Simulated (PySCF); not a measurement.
**CF: structure of the doublet**

The task is one start of a wider search on CF: the doublet, from a linear start. It is relaxed, tested by its Hessian and followed downhill if it is a saddle.

Program: PySCF 2.14.0. Level of theory: PBE, basis C def2-SVP, F def2-SVP, no relativity, density fitting. These are calculated values, not measurements.

### Step 1. Where the work starts

2 atoms, charge 0, spin multiplicity 2.

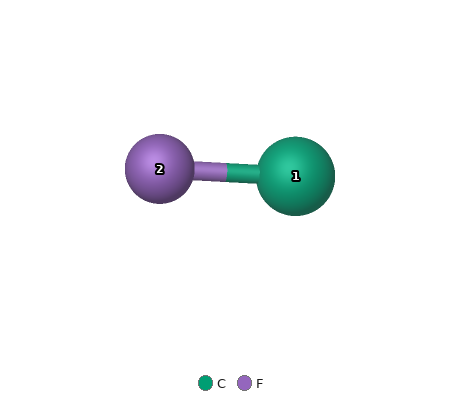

The starting geometry (carbon teal, fluorine purple); atoms are numbered from 1 in the order of the file.

Coordinates in bohr (charge 0 multiplicity 2):
```
C     0.0000    0.0000    0.0000
F     0.0000    0.0000    2.7590
```

### Step 2. First SCF at the start

One driver script runs all steps and calls PySCF; scf.py shows how it sets up the SCF of each step. The optimiser is the driver's own. After this first run the driver tries any further starts and a stability analysis.

The input, scf.py:

```python
from pyscf import gto, scf, dft
mol = gto.M(atom='''
C      0.000000     0.000000     0.000000
F      0.000000     0.000000     1.460000''',
    basis={'C': 'def2-SVP', 'F': 'def2-SVP'},
    charge=0, spin=1)
mf = dft.UKS(mol, xc='PBE')
mf.grids.atom_grid = (50, 194)
aux = {'C': 'def2-universal-JKFIT', 'F': 'def2-universal-JKFIT'}
mf = mf.density_fit(auxbasis=aux)
mf.conv_tol = 1e-08
mf.diis_space = 10
mf.max_cycle = 60
mf.init_guess = 'minao'
mf.verbose = 4
mf.kernel()
```

The run is started by

```bash
OMP_NUM_THREADS=2 python axn.py task.json out
```

The program printed:

```text
init E= -137.467119043939
[... the frontier-level lines of each cycle are left out ...]
cycle= 1 E= -137.448819322691  delta_E= 0.0183  |g|= 0.379  |ddm|= 1.02
cycle= 2 E= -135.953417455925  delta_E=  1.5  |g|= 2.03  |ddm|= 1.18
cycle= 3 E= -137.507922390303  delta_E= -1.55  |g|= 0.0657  |ddm|= 0.959
cycle= 4 E= -137.509190569012  delta_E= -0.00127  |g|= 0.0348  |ddm|= 0.0748
cycle= 5 E= -137.509724057971  delta_E= -0.000533  |g|= 0.00487  |ddm|= 0.0239
cycle= 6 E= -137.509736670193  delta_E= -1.26e-05  |g|= 0.00182  |ddm|= 0.00683
cycle= 7 E= -137.509738703782  delta_E= -2.03e-06  |g|= 0.000391  |ddm|= 0.00206
cycle= 8 E= -137.509738767927  delta_E= -6.41e-08  |g|= 7.08e-05  |ddm|= 0.000328
cycle= 9 E= -137.509738770719  delta_E= -2.79e-09  |g|= 6.73e-06  |ddm|= 7.06e-05
Extra cycle  E= -137.509738770657  delta_E= 6.24e-11  |g|= 1.59e-05  |ddm|= 1.8e-05
converged SCF energy = -137.509738770657  <S^2> = 0.75287011  2S+1 = 2.0028681
```

This step, with its further starts and checks, ran for 0.5 s (2 threads of Arm Neoverse V1, shared host).

No lower solution of this spin turned up in the test of internal stability.

### Step 3. Relaxing the doublet from the linear start

The program finds C∞v symmetry in the start, which this walk keeps. The walk stops when the largest gradient is under 0.0003 Eh/bohr and the energy has settled too.

Changes to scf.py since step 2:

```diff
@@ -3,2 +3,2 @@
-C      0.000000     0.000000     0.000000
-F      0.000000     0.000000     1.460000''',
+C     -0.000000     0.000000    -0.894810
+F      0.000000     0.000000     0.565190''',
@@ -14 +13,0 @@
-mf.init_guess = 'minao'
```

Energy and gradient, step by step:

```
step  energy (Eh)  change (kJ/mol)  largest symmetric gradient (Eh/bohr)
   0  -137.509739             0.00                               0.08900
   1  -137.526347           -43.61                               0.04235
   2  -137.527229           -45.92                               0.02354
   3  -137.527882           -47.64                               0.00367
   4  -137.527896           -47.67                               0.00040
   5  -137.527896           -47.67                               0.00001
```

The walk took 1.1 s.

Positions (Å) and forces (eV/Å) along the way:

```
step 0
C    0.000   0.000  -0.895   0.000   0.000   4.577
F    0.000   0.000   0.565   0.000   0.000  -4.577
step 1
C    0.000   0.000  -0.786   0.000   0.000  -2.178
F    0.000   0.000   0.456   0.000   0.000   2.178
step 3
C    0.000   0.000  -0.808   0.000   0.000   0.189
F    0.000   0.000   0.479   0.000   0.000  -0.189
step 5
C    0.000   0.000  -0.806   0.000   0.000   0.000
F    0.000   0.000   0.477   0.000   0.000   0.000
```

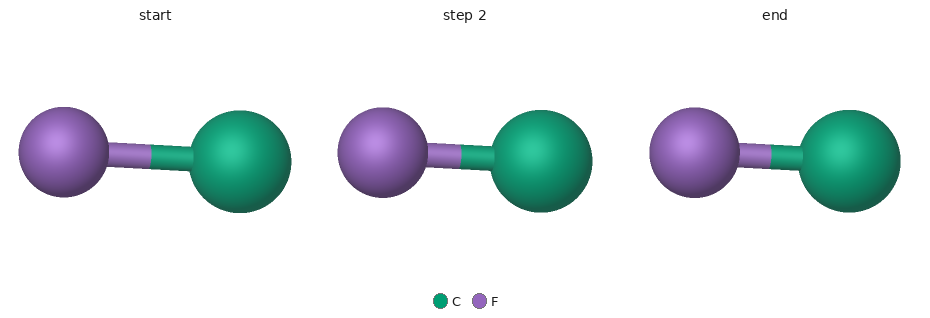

Start and end of the relaxation, with a step between.

It settles in C∞v symmetry, 47.7 kJ/mol below the start, after 5 steps: C–F 1.283 Å.

### Step 4. Hessian and properties

The point is checked on the finer grid, and tightened if its gradient asks for it. The Hessian and the dipole derivatives come from central differences of analytic gradients, with steps of 0.02 bohr.

Changes to scf.py since step 3:

```diff
@@ -3,2 +3,2 @@
-C     -0.000000     0.000000    -0.894810
-F      0.000000     0.000000     0.565190''',
+C     -0.000000    -0.000000    -0.786221
+F      0.000000     0.000000     0.496629''',
@@ -8 +8 @@
-mf.grids.atom_grid = (50, 194)
+mf.grids.atom_grid = (75, 302)
@@ -11 +11 @@
-mf.conv_tol = 1e-08
+mf.conv_tol = 1e-10
```

This SCF starts from the last density.

Log of the central SCF (cycles and frontier levels):

```text
init E= -137.527929183201
[... the frontier-level lines of each cycle are left out ...]
cycle= 1 E= -137.527929183201  delta_E= -1.14e-13  |g|= 4.92e-07  |ddm|= 1.8e-06
Extra cycle  E= -137.527929183201  delta_E= 2.27e-13  |g|= 1.2e-06  |ddm|= 1.98e-06
converged SCF energy = -137.527929183201  <S^2> = 0.75227288  2S+1 = 2.0022716
```

The whole step took 2.8 s.

Geometry: C∞v; C–F 1.283 Å.

Modes, for the most abundant isotopes:

| ω (cm⁻¹) | IR (km/mol) |
| --- | --- |
| 1309 | 150 |

All wavenumbers are real: a minimum.

The SCF density has lower symmetry than the nuclear frame, so the modes carry no labels; pairs that should be degenerate can split.

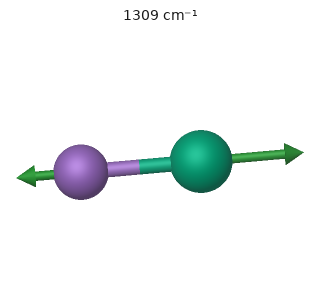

Displacements of 1 of the modes, as arrows (one member where a mode is degenerate).

Constants and moments:

| Property | Result |
| --- | --- |
| Dipole moment | 0.97 D |
| Highest occupied level | -4.39 eV |
| Lowest empty level | -3.99 eV |
| Rotational constants | 1.393 cm⁻¹ |
| Zero-point energy | 7.8 kJ/mol |
| Principal polarisabilities | 8.9, 8.9, 11.8 bohr³ |
| Atomisation energy without zero-point energy | 622 kJ/mol |
| Principal traceless quadrupole moments about the centre of mass | -1.84, -0.33, 2.16 D Å |
| Entropy at 298.15 K and 1 bar (electronic part: spin only) | 207.5 J/(mol K) |
| Heat capacity Cp at 298.15 K | 29.7 J/(mol K) |
| Enthalpy at 298.15 K above 0 K | 8.70 kJ/mol |
| Rotational symmetry number | 1 |
| Spin squared ⟨S²⟩ | 0.752 |

Populations by atom (charges in e):

```
atom  Mulliken  Löwdin  polar tensor  spin (Mulliken)  Mayer order to C1
  C1      0.01   -0.09          0.25             0.93                  –
  F2     -0.01    0.09         -0.25             0.07               1.41
```

Outer orbital energies (eV). α occupied: -663.05, -272.87, -32.70, -16.84, -13.10, -13.03, -9.64, -4.39; empty: -3.99, 3.33, 8.67, 11.23. β occupied: -662.95, -272.49, -32.49, -16.42, -12.99, -12.38, -8.82; empty: -3.49, -2.08, 3.77, 9.42.

Mulliken populations on C1: s 3.90, p 2.03, d 0.06.

### Step 5. Summary of results

```
                                          quantity            value
                                           minimum     doublet, C∞v
                                          geometry      C–F 1.283 Å
                                wavenumbers (cm⁻¹)             1309
                                     dipole moment           0.97 D
highest occupied, lowest empty level (either spin)  -4.39, -3.99 eV
                         polar-tensor charge of C1          +0.25 e
                                 zero-point energy       7.8 kJ/mol
                               entropy at 298.15 K  207.5 J/(mol K)
         atomisation energy (no zero-point energy)       622 kJ/mol
                                              ⟨S²⟩            0.752
```

**Reading.** The molecule stays C∞v, as typed, and the end point is a minimum. The strongest infrared band lies at 1309 cm⁻¹. Most of the spin sits on C1 (Mulliken spin 0.93, against 1 for the whole molecule). Only this shape and spin were tried, so other structures or states may lie lower. The SCF density has lower symmetry than the nuclear frame.

The search up to here took 4.6 s.
